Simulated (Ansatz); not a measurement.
**AlH + HBr: a complex and its separated parts, part 1 of 2**

The complex below is one end of an elementary step. How strongly is it bound against its free parts?

The runs use Ansatz 0.2.0, Gaussian basis; PBE0-D4/def2-TZVP structures, single points in def2-TZVPP, no counterpoise correction.

Levels: SPW92, PBE-D4, BLYP-D4, r2SCAN-D4, B97M-V, PBE0-D4, B3LYP-D4, r2SCAN0-D4, BHLYP-D4, CAM-B3LYP-D4, wB97X-V, wB97M-V, B2PLYP, PBE-QIDH, RPA on PBE, Hartree-Fock, MP2, CCSD, CCSD(T).

Correlated methods freeze the cores. Filled d shells of the heavier atoms are correlated. B3LYP uses VWN-RPA correlation. B2PLYP carries no dispersion term here.

56 further runs of the same task are left out: 56 set aside as unsound or not needed.

### Step 1. Where the work starts

The complex: 4 atoms, charge 0, spin multiplicity 1.

Atoms are counted from 1 here; the program's logs count them from 0.

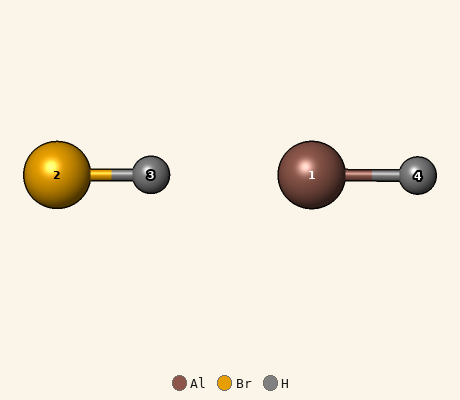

The starting geometry (aluminium brown, bromine amber, hydrogen grey); atoms are numbered from 1 in the order of the file.

Geometry (Å):

```xyz
4
charge 0, multiplicity 1
Al   -1.0629    0.4499    0.3394
Br    2.4336   -1.0311   -0.7820
H     1.1450   -0.4858   -0.3709
H    -2.5157    1.0671    0.8135
```

Its parts: AlH holds atoms 1, 4; HBr holds atoms 2, 3. Each part counts its atoms afresh in its own runs.

### Step 2. Relaxing AlH alone

relax-a/in.yaml

```yaml
crystal:
  periodic: [false, false, false]
  atoms:
    - {symbol: Al, position_ang: [-1.062891, 0.449899, 0.339419]}
    - {symbol: H, position_ang: [-2.515682, 1.067058, 0.813482]}
basis:
  gaussian: {orbitals: def2-TZVP}
hamiltonian: {xc: pbe0, dispersion: d4}
relax: {f_tol: 0.005, max_steps: 200}
```

Launch:

```sh
ansatz run in.yaml --threads 2 --pin off --events-out ev --progress --plain --max-ram 4352MiB
```

What it wrote, cut to the lines that bear on the results:

```text
Functional definition: PBE0
  name "PBE0"
  cite "Adamo & Barone, J. Chem. Phys. 110, 6158 (1999) doi:10.1063/1.478522"
  cite "Perdew, Burke & Ernzerhof, Phys. Rev. Lett. 77, 3865 (1996) doi:10.1103/PhysRevLett.77.3865"
  parent pbe
[...]
323 factors; their error is unknown
[...]
mean field -6608.55326905 eV, -242.8598531992 hartree, gradient 2.1e-5 eV, S^2 0.000000; 0 other end points of the search recorded, 0 dependent functions left out
[...]
reference -6608.55329005 eV, -242.8598539710 hartree; 7, 7 occupied and 36, 36 virtual orbitals, 323 factors
[...]
relax step   3: F+E_penalty+E_count = -6608.56571348 eV  Δ(F+E_penalty+E_count) = -3.491e-5 eV  max|allowed force component| = 4.419e-6 eV/Å  Δτ_max = 0.0013 Å  (17 SCF iters, accepted)
323 factors; their error is unknown
[...]
mean field -6608.55463756 eV, -242.8599034911 hartree, gradient 5.2e-5 eV, S^2 0.000000; 1 other end points of the search recorded, 0 dependent functions left out
[...]
reference -6608.55465858 eV, -242.8599042637 hartree; 7, 7 occupied and 36, 36 virtual orbitals, 323 factors
Total energy: -6608.56573450 eV, -242.8603112963 hartree
Atom 0 at    -1.055512     0.446764     0.337011 Å, force     0.000004    -0.000002    -0.000001 eV/Å
Atom 1 at    -2.523061     1.070193     0.815890 Å, force    -0.000004     0.000002     0.000001 eV/Å
Dipole moment:     0.015875    -0.006744    -0.005180 e Å
```

Wall time 0.5 s (2 threads of Intel Xeon Platinum 8559C, shared host).

Step by step:

| step | energy from step 1 (eV) | largest force component (eV/Å) |
| --- | --- | --- |
| 1 | 0.0000 | 0.1478 |
| 2 | -0.0014 | 0.0230 |
| 3 | -0.0014 | 0.0000 |

The bond:

```csv
bond,before (Å),after (Å),change (Å)
Al1–H2,1.648,1.665,+0.017
```

### Step 3. Relaxing HBr alone

relax-b/in.yaml

```yaml
crystal:
  periodic: [false, false, false]
  atoms:
    - {symbol: Br, position_ang: [2.433601, -1.031094, -0.781996]}
    - {symbol: H, position_ang: [1.144973, -0.485763, -0.370906]}
basis:
  gaussian: {orbitals: def2-TZVP}
hamiltonian: {xc: pbe0, dispersion: d4}
relax: {f_tol: 0.005, max_steps: 200}
```

Launch:

```sh
ansatz run in.yaml --threads 2 --pin off --events-out ev --progress --plain --max-ram 4352MiB
```

What it wrote, cut to the lines that bear on the results:

```text
[... 5 set-up lines as earlier in the session ...]
[...]
457 factors; their error is unknown
[...]
mean field -70054.55524377 eV, -2574.4574205254 hartree, gradient 1.9e-5 eV, S^2 0.000000; 0 other end points of the search recorded, 0 dependent functions left out
[...]
reference -70054.57279919 eV, -2574.4580656752 hartree; 18, 18 occupied and 36, 36 virtual orbitals, 457 factors
Total energy: -70054.57831846 eV, -2574.4582685046 hartree
Atom 0 at     2.416809    -1.023988    -0.776639 Å, force     0.003490    -0.001477    -0.001113 eV/Å
Atom 1 at     1.161765    -0.492869    -0.376263 Å, force    -0.003490     0.001477     0.001113 eV/Å
Dipole moment:    -0.175234     0.074157     0.055902 e Å
```

Run time: 0.85 s. Hardware: 2 threads of Intel Xeon Platinum 8559C, shared host.

Relaxation path:

| step | energy from step 1 (eV) | largest force component (eV/Å) |
| --- | --- | --- |
| 1 | 0.0000 | 0.7927 |
| 2 | -0.0172 | 0.1142 |
| 3 | -0.0175 | 0.0035 |

The bond:

| bond | before (Å) | after (Å) | change (Å) |
| --- | --- | --- | --- |
| Br1–H2 | 1.458 | 1.420 | -0.038 |

### Step 4. SPW92/def2-TZVPP

parta/in.yaml

```yaml
crystal:
  periodic: [false, false, false]
  atoms:
    - {symbol: Al, position_ang: [-1.055512, 0.446764, 0.337011]}
    - {symbol: H, position_ang: [-2.523061, 1.070193, 0.815890]}
basis:
  gaussian: {orbitals: def2-TZVPP}
hamiltonian: {xc: lda}
```

partb/in.yaml

```yaml
crystal:
  periodic: [false, false, false]
  atoms:
    - {symbol: Br, position_ang: [2.416809, -1.023988, -0.776639]}
    - {symbol: H, position_ang: [1.161765, -0.492869, -0.376263]}
basis:
  gaussian: {orbitals: def2-TZVPP}
hamiltonian: {xc: lda}
```

The same command starts each run, in its folder.

Launch:

```sh
ansatz run in.yaml --threads 2 --pin off --events-out ev --progress --plain --max-ram 4352MiB
```

Output in parta, cut to the lines that bear on the results:

```text
Functional definition: SPW92
  name "SPW92"
  cite "Dirac, Proc. Camb. Phil. Soc. 26, 376 (1930) doi:10.1017/S0305004100016108"
  cite "Slater, Phys. Rev. 81, 385 (1951) doi:10.1103/PhysRev.81.385"
  cite "Perdew & Wang, Phys. Rev. B 45, 13244 (1992) doi:10.1103/PhysRevB.45.13244"
[...]
328 factors; their error is unknown
[...]
mean field -6582.67595152 eV, -241.9088793204 hartree, gradient 1.3e-5 eV, S^2 0.000000; 0 other end points of the search recorded, 0 dependent functions left out
reference -6582.67597785 eV, -241.9088802878 hartree; 7, 7 occupied and 49, 49 virtual orbitals, 328 factors
Total energy: -6582.67597785 eV, -241.9088802878 hartree
```

partb printed, cut to the lines that bear on the results:

```text
[... 5 set-up lines as earlier in the session ...]
[...]
435 factors; their error is unknown
[...]
mean field -69965.45698923 eV, -2571.1831200640 hartree, gradient 5.9e-6 eV, S^2 0.000000; 0 other end points of the search recorded, 0 dependent functions left out
reference -69965.45701027 eV, -2571.1831208375 hartree; 18, 18 occupied and 44, 44 virtual orbitals, 435 factors
Total energy: -69965.45701027 eV, -2571.1831208375 hartree
```

Times: 0.1 s (parta), 0.15 s (partb) on 2 threads of Intel Xeon Platinum 8559C, shared host.

### Step 5. PBE-D4/def2-TZVPP

Each input of step 4 (parta, partb) changes in the same lines:

```diff
-hamiltonian: {xc: lda}
+hamiltonian: {xc: pbe, dispersion: d4}
```

The same command starts each run, in its folder.

Launch:

```sh
ansatz run in.yaml --threads 2 --pin off --events-out ev --progress --plain --max-ram 4352MiB
```

parta printed, cut to the lines that bear on the results:

```text
Functional definition: PBE
  name "PBE"
[... 2 set-up lines as earlier in the session ...]
[...]
328 factors; their error is unknown
[...]
mean field -6607.95379108 eV, -242.8378227903 hartree, gradient 1.7e-5 eV, S^2 0.000000; 0 other end points of the search recorded, 0 dependent functions left out
reference -6607.95381903 eV, -242.8378238174 hartree; 7, 7 occupied and 49, 49 virtual orbitals, 328 factors
Total energy: -6607.96734654 eV, -242.8383209442 hartree
```

Output in partb, cut to the lines that bear on the results:

```text
[... 4 set-up lines as earlier in the session ...]
[...]
435 factors; their error is unknown
[...]
mean field -70052.13663941 eV, -2574.3685384546 hartree, gradient 1.9e-5 eV, S^2 0.000000; 0 other end points of the search recorded, 0 dependent functions left out
reference -70052.13666207 eV, -2574.3685392872 hartree; 18, 18 occupied and 44, 44 virtual orbitals, 435 factors
Total energy: -70052.14344707 eV, -2574.3687886316 hartree
```

Wall times: 0.15 s (parta), 0.25 s (partb) on 2 threads of Intel Xeon Platinum 8559C, shared host.

### Step 6. BLYP-D4/def2-TZVPP

Each input of step 5 (parta, partb) changes in the same lines:

```diff
-hamiltonian: {xc: pbe, dispersion: d4}
+hamiltonian: {xc: {name: BLYP}, dispersion: d4}
```

The same command starts each run, in its folder.

Launch:

```sh
ansatz run in.yaml --threads 2 --pin off --events-out ev --progress --plain --max-ram 4352MiB
```

Log of parta, cut to the lines that bear on the results:

```text
Functional definition: BLYP
  name "BLYP"
  cite "Becke, Phys. Rev. A 38, 3098 (1988) doi:10.1103/PhysRevA.38.3098"
  cite "Lee, Yang & Parr, Phys. Rev. B 37, 785 (1988) doi:10.1103/PhysRevB.37.785"
[...]
328 factors; their error is unknown
[...]
mean field -6612.02352867 eV, -242.9873828881 hartree, gradient 2.3e-5 eV, S^2 0.000000; 0 other end points of the search recorded, 0 dependent functions left out
reference -6612.02375958 eV, -242.9873913739 hartree; 7, 7 occupied and 49, 49 virtual orbitals, 328 factors
Total energy: -6612.05510258 eV, -242.9885432080 hartree
```

Log of partb, cut to the lines that bear on the results:

```text
[... 4 set-up lines as earlier in the session ...]
[...]
435 factors; their error is unknown
[...]
mean field -70063.39678913 eV, -2574.7823413246 hartree, gradient 8.5e-5 eV, S^2 0.000000; 0 other end points of the search recorded, 0 dependent functions left out
reference -70063.39699751 eV, -2574.7823489821 hartree; 18, 18 occupied and 44, 44 virtual orbitals, 435 factors
Total energy: -70063.41296929 eV, -2574.7829359342 hartree
```

They took 0.15 s (parta), 0.2 s (partb) on 2 threads of Intel Xeon Platinum 8559C, shared host.

### Step 7. r2SCAN-D4/def2-TZVPP

The same edit goes into each in.yaml of step 6 (parta, partb):

```diff
-hamiltonian: {xc: {name: BLYP}, dispersion: d4}
+hamiltonian: {xc: r2scan, dispersion: d4}
```

One command serves all of them, each in its own folder.

Launch:

```sh
ansatz run in.yaml --threads 2 --pin off --events-out ev --progress --plain --max-ram 4352MiB
```

Log of parta, cut to the lines that bear on the results:

```text
Functional definition: r2SCAN
  name "r2SCAN"
  cite "Furness, Kaplan, Ning, Perdew & Sun, J. Phys. Chem. Lett. 11, 8208 (2020) doi:10.1021/acs.jpclett.0c02405"
  cite "Furness, Kaplan, Ning, Perdew & Sun, J. Phys. Chem. Lett. 11, 9248 (2020) doi:10.1021/acs.jpclett.0c03077"
  parent r2scan
[...]
328 factors; their error is unknown
[...]
mean field -6610.78005854 eV, -242.9416862036 hartree, gradient 1.2e-5 eV, S^2 0.000000; 0 other end points of the search recorded, 0 dependent functions left out
reference -6610.78006710 eV, -242.9416865181 hartree; 7, 7 occupied and 49, 49 virtual orbitals, 328 factors
Total energy: -6610.78286343 eV, -242.9417892814 hartree
```

Log of partb, cut to the lines that bear on the results:

```text
[... 5 set-up lines as earlier in the session ...]
[...]
435 factors; their error is unknown
[...]
mean field -70062.28305513 eV, -2574.7414123550 hartree, gradient 2.3e-5 eV, S^2 0.000000; 0 other end points of the search recorded, 0 dependent functions left out
reference -70062.28306124 eV, -2574.7414125794 hartree; 18, 18 occupied and 44, 44 virtual orbitals, 435 factors
Total energy: -70062.28452032 eV, -2574.7414661996 hartree
```

They took 0.35 s (parta), 0.4 s (partb) on 2 threads of Intel Xeon Platinum 8559C, shared host.

### Step 8. B97M-V/def2-TZVPP

The same edit goes into each in.yaml of step 7 (parta, partb):

```diff
-hamiltonian: {xc: r2scan, dispersion: d4}
+hamiltonian: {xc: {name: B97M-V}}
```

Each run has its own folder and the same command.

Launch:

```sh
ansatz run in.yaml --threads 2 --pin off --events-out ev --progress --plain --max-ram 4352MiB
```

parta printed, cut to the lines that bear on the results:

```text
Functional definition: B97M-V
  name "B97M-V"
  cite "Mardirossian & Head-Gordon, J. Chem. Phys. 142, 074111 (2015) doi:10.1063/1.4907719"
  cite "Becke, J. Chem. Phys. 107, 8554 (1997) doi:10.1063/1.475007"
  cite "Vydrov & Van Voorhis, J. Chem. Phys. 133, 244103 (2010) doi:10.1063/1.3521275"
  # Of w^i u^j: cxij and so on, Table III.
[...]
  gx(w, u) = cx00 + cx01*u + cx02*u^2 + (cx10 + cx11*u)*w
[...]
  gos(w, u) = cos00 + cos01*u + cos03*u^3 + cos10*w + cos32*w^3*u^2
[...]
      + integral(e_c_pw_mod_opposite_spin*gos(b97_w_opposite, b97_u_opposite)) + vv10(b, c)
328 factors; their error is unknown
[...]
mean field -6610.28419975 eV, -242.9234637293 hartree, gradient 5.2e-5 eV, S^2 0.000000; 0 other end points of the search recorded, 0 dependent functions left out
reference -6610.28424091 eV, -242.9234652417 hartree; 7, 7 occupied and 49, 49 virtual orbitals, 328 factors
Total energy: -6610.28424091 eV, -242.9234652417 hartree
```

Log of partb, cut to the lines that bear on the results:

```text
[... 5 set-up lines as earlier in the session ...]
  # Of w^i u^j: cxij and so on, Table III.
[...]
  gx(w, u) = cx00 + cx01*u + cx02*u^2 + (cx10 + cx11*u)*w
[...]
  gos(w, u) = cos00 + cos01*u + cos03*u^3 + cos10*w + cos32*w^3*u^2
[...]
      + integral(e_c_pw_mod_opposite_spin*gos(b97_w_opposite, b97_u_opposite)) + vv10(b, c)
435 factors; their error is unknown
[...]
mean field -70050.13094900 eV, -2574.2948306914 hartree, gradient 1.6e-5 eV, S^2 0.000000; 0 other end points of the search recorded, 0 dependent functions left out
reference -70050.13098084 eV, -2574.2948318618 hartree; 18, 18 occupied and 44, 44 virtual orbitals, 435 factors
Total energy: -70050.13098084 eV, -2574.2948318618 hartree
```

They took 0.35 s (parta), 0.55 s (partb) on 2 threads of Intel Xeon Platinum 8559C, shared host.

### Step 9. PBE0-D4/def2-TZVPP

The same edit goes into each in.yaml of step 8 (parta, partb):

```diff
-hamiltonian: {xc: {name: B97M-V}}
+hamiltonian: {xc: pbe0, dispersion: d4}
+output: {orbitals: {seedname: orbitals}}
```

The same command starts each run, in its folder.

Launch:

```sh
ansatz run in.yaml --threads 2 --pin off --events-out ev --progress --plain --max-ram 4352MiB
```

Log of parta, cut to the lines that bear on the results:

```text
[... 5 set-up lines as earlier in the session ...]
[...]
359 factors; their error is unknown
[...]
mean field -6608.55861326 eV, -242.8600495955 hartree, gradient 5.4e-6 eV, S^2 0.000000; 0 other end points of the search recorded, 0 dependent functions left out
reference -6608.55863426 eV, -242.8600503672 hartree; 7, 7 occupied and 49, 49 virtual orbitals, 359 factors
Total energy: -6608.56971018 eV, -242.8604573998 hartree
```

partb printed, cut to the lines that bear on the results:

```text
[... 5 set-up lines as earlier in the session ...]
[...]
472 factors; their error is unknown
[...]
mean field -70054.59430945 eV, -2574.4588561628 hartree, gradient 7.2e-6 eV, S^2 0.000000; 0 other end points of the search recorded, 0 dependent functions left out
reference -70054.59432671 eV, -2574.4588567970 hartree; 18, 18 occupied and 44, 44 virtual orbitals, 472 factors
Total energy: -70054.59984598 eV, -2574.4590596264 hartree
```

They took 0.15 s (parta), 0.25 s (partb) on 2 threads of Intel Xeon Platinum 8559C, shared host.

### Step 10. B3LYP-D4/def2-TZVPP

Each input of step 9 (parta, partb) changes in the same lines:

```diff
-hamiltonian: {xc: pbe0, dispersion: d4}
-output: {orbitals: {seedname: orbitals}}
+hamiltonian: {xc: {name: B3LYP}, dispersion: d4}
```

The same command starts each run, in its folder.

Launch:

```sh
ansatz run in.yaml --threads 2 --pin off --events-out ev --progress --plain --max-ram 4352MiB
```

parta printed, cut to the lines that bear on the results:

```text
Functional definition: B3LYP
  name "B3LYP"
  cite "Stephens, Devlin, Chabalowski & Frisch, J. Phys. Chem. 98, 11623 (1994) doi:10.1021/j100096a001"
[... 2 set-up lines as earlier in the session ...]
  cite "Vosko, Wilk & Nusair, Can. J. Phys. 58, 1200 (1980) doi:10.1139/p80-159"
[...]
352 factors; their error is unknown
[...]
mean field -6612.53388147 eV, -243.0061380074 hartree, gradient 1.1e-5 eV, S^2 0.000000; 0 other end points of the search recorded, 0 dependent functions left out
reference -6612.53405450 eV, -243.0061443661 hartree; 7, 7 occupied and 49, 49 virtual orbitals, 352 factors
Total energy: -6612.55646818 eV, -243.0069680539 hartree
```

partb printed, cut to the lines that bear on the results:

```text
[... 6 set-up lines as earlier in the session ...]
[...]
472 factors; their error is unknown
[...]
mean field -70063.59658360 eV, -2574.7896836357 hartree, gradient 6.2e-6 eV, S^2 0.000000; 0 other end points of the search recorded, 0 dependent functions left out
reference -70063.59674078 eV, -2574.7896894122 hartree; 18, 18 occupied and 44, 44 virtual orbitals, 472 factors
Total energy: -70063.60787410 eV, -2574.7900985542 hartree
```

Wall times: 0.2 s (parta), 0.2 s (partb) on 2 threads of Intel Xeon Platinum 8559C, shared host.

### Step 11. r2SCAN0-D4/def2-TZVPP

Each input of step 10 (parta, partb) changes in the same lines:

```diff
-hamiltonian: {xc: {name: B3LYP}, dispersion: d4}
+hamiltonian: {xc: {name: r2SCAN0}, dispersion: d4}
```

One command serves all of them, each in its own folder.

Launch:

```sh
ansatz run in.yaml --threads 2 --pin off --events-out ev --progress --plain --max-ram 4352MiB
```

Log of parta, cut to the lines that bear on the results:

```text
Functional definition: r2SCAN0
  name "r2SCAN0"
  cite "Bursch, Neugebauer, Ehlert & Grimme, J. Chem. Phys. 156, 134105 (2022) doi:10.1063/5.0086040"
[... 3 set-up lines as earlier in the session ...]
[...]
359 factors; their error is unknown
[...]
mean field -6610.68528822 eV, -242.9382034588 hartree, gradient 6.8e-6 eV, S^2 0.000000; 0 other end points of the search recorded, 0 dependent functions left out
reference -6610.68529503 eV, -242.9382037090 hartree; 7, 7 occupied and 49, 49 virtual orbitals, 359 factors
Total energy: -6610.68866333 eV, -242.9383274917 hartree
```

partb printed, cut to the lines that bear on the results:

```text
[... 6 set-up lines as earlier in the session ...]
[...]
472 factors; their error is unknown
[...]
mean field -70062.25261867 eV, -2574.7402938357 hartree, gradient 7.3e-6 eV, S^2 0.000000; 0 other end points of the search recorded, 0 dependent functions left out
reference -70062.25262356 eV, -2574.7402940153 hartree; 18, 18 occupied and 44, 44 virtual orbitals, 472 factors
Total energy: -70062.25433839 eV, -2574.7403570343 hartree
```

Wall times: 0.35 s (parta), 0.4 s (partb) on 2 threads of Intel Xeon Platinum 8559C, shared host.

### Step 12. BHLYP-D4/def2-TZVPP

The same edit goes into each in.yaml of step 11 (parta, partb):

```diff
-hamiltonian: {xc: {name: r2SCAN0}, dispersion: d4}
+hamiltonian: {xc: {name: BHLYP}, dispersion: d4}
```

Each run has its own folder and the same command.

Launch:

```sh
ansatz run in.yaml --threads 2 --pin off --events-out ev --progress --plain --max-ram 4352MiB
```

Log of parta, cut to the lines that bear on the results:

```text
Functional definition: BHLYP
  name "BHLYP"
  cite "Becke, J. Chem. Phys. 98, 1372 (1993) doi:10.1063/1.464304"
[... 2 set-up lines as earlier in the session ...]
[...]
364 factors; their error is unknown
[...]
mean field -6611.88641286 eV, -242.9823439751 hartree, gradient 2.8e-5 eV, S^2 0.000000; 0 other end points of the search recorded, 0 dependent functions left out
reference -6611.88652999 eV, -242.9823482793 hartree; 7, 7 occupied and 49, 49 virtual orbitals, 364 factors
Total energy: -6611.90360800 eV, -242.9829758848 hartree
```

Output in partb, cut to the lines that bear on the results:

```text
[... 5 set-up lines as earlier in the session ...]
[...]
514 factors; their error is unknown
[...]
mean field -70062.48034629 eV, -2574.7486626714 hartree, gradient 8.3e-6 eV, S^2 0.000000; 0 other end points of the search recorded, 0 dependent functions left out
reference -70062.48045414 eV, -2574.7486666348 hartree; 18, 18 occupied and 44, 44 virtual orbitals, 514 factors
Total energy: -70062.48831359 eV, -2574.7489554641 hartree
```

Times: 0.15 s (parta), 0.25 s (partb) on 2 threads of Intel Xeon Platinum 8559C, shared host.

### Step 13. CAM-B3LYP-D4/def2-TZVPP

Each input of step 12 (parta, partb) changes in the same lines:

```diff
-hamiltonian: {xc: {name: BHLYP}, dispersion: d4}
+hamiltonian: {xc: {name: CAM-B3LYP}, dispersion: d4}
```

One command serves all of them, each in its own folder.

Launch:

```sh
ansatz run in.yaml --threads 2 --pin off --events-out ev --progress --plain --max-ram 4352MiB
```

Output in parta, cut to the lines that bear on the results:

```text
Functional definition: CAM-B3LYP
  name "CAM-B3LYP"
  cite "Yanai, Tew & Handy, Chem. Phys. Lett. 393, 51 (2004) doi:10.1016/j.cplett.2004.06.011"
  cite "Iikura, Tsuneda, Yanai & Hirao, J. Chem. Phys. 115, 3540 (2001) doi:10.1063/1.1383587"
[... 2 set-up lines as earlier in the session ...]
[...]
  # Exact exchange under (alpha + beta erf(omega r))/r, Becke's under what is left of 1/r.
[...]
347 factors; their error is unknown
93 factors; integrals over basis functions are off by at most 1.1e-4 eV
[...]
mean field -6611.90269046 eV, -242.9829421659 hartree, gradient 6.6e-5 eV, S^2 0.000000; 0 other end points of the search recorded, 0 dependent functions left out
reference -6611.90277480 eV, -242.9829452653 hartree; 7, 7 occupied and 49, 49 virtual orbitals, 347 factors
Total energy: -6611.91392325 eV, -242.9833549631 hartree
```

Log of partb, cut to the lines that bear on the results:

```text
[... 6 set-up lines as earlier in the session ...]
[...]
  # Exact exchange under (alpha + beta erf(omega r))/r, Becke's under what is left of 1/r.
[...]
472 factors; their error is unknown
82 factors; integrals over basis functions are off by at most 1.2e-4 eV
[...]
mean field -70066.16346403 eV, -2574.8840147518 hartree, gradient 3.1e-5 eV, S^2 0.000000; 0 other end points of the search recorded, 0 dependent functions left out
reference -70066.16354073 eV, -2574.8840175703 hartree; 18, 18 occupied and 44, 44 virtual orbitals, 472 factors
Total energy: -70066.16901837 eV, -2574.8842188700 hartree
```

They took 0.2 s (parta), 0.25 s (partb) on 2 threads of Intel Xeon Platinum 8559C, shared host.

(Continued in part 2 of 2.)
